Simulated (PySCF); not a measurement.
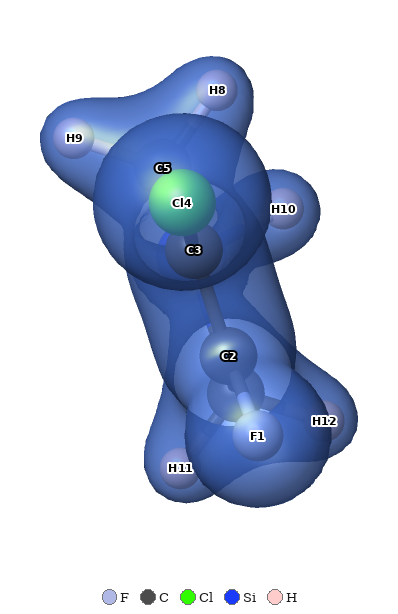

The picture shows: C₄H₅ClFSi (SMILES FC1=C(Cl)C[SiH]C1) (doublet). Isosurface of the total electron density at 0.5 e/Å³ (blue), seen at an oblique angle.

Geometry: GFN2-xTB.

All numbers below come from UKS B3LYP, pcH-1 on C Cl F H Si, non-relativistic, mean-field spin-orbit, GIAO in PySCF 2.14.0, density-fitted response routines.

```xyz
12

F     0.8787   -2.3339    0.2710
C     0.4314   -1.0750    0.0697
C    -0.8588   -0.7821   -0.0344
Cl   -2.1098   -1.9789    0.0699
C    -1.2635    0.6371   -0.2615
Si    0.4129    1.5620   -0.2722
C     1.4724   -0.0136   -0.0428
H    -1.9187    0.9759    0.5429
H    -1.8424    0.7156   -1.1823
H     0.5679    2.5319    0.8159
H     2.1492   -0.2511   -0.8650
H     2.0819    0.0114    0.8627
```

Question: Which contacts does the surface bridge?

Answer: At this value the surface is in one piece. It bridges the sampled C–C (1.33 Å), C–F (1.35 Å), C–Cl (1.73 Å) and C–Si (1.91 Å) contacts, where the density stays above the isovalue. On the grid the lowest density along these lines, outside the cores, is 2.4 e/Å³ (C–C, 1.33 Å), 1.7 e/Å³ (C–F, 1.35 Å), 1.4 e/Å³ (C–Cl, 1.73 Å) and 0.75 e/Å³ (C–Si, 1.91 Å).
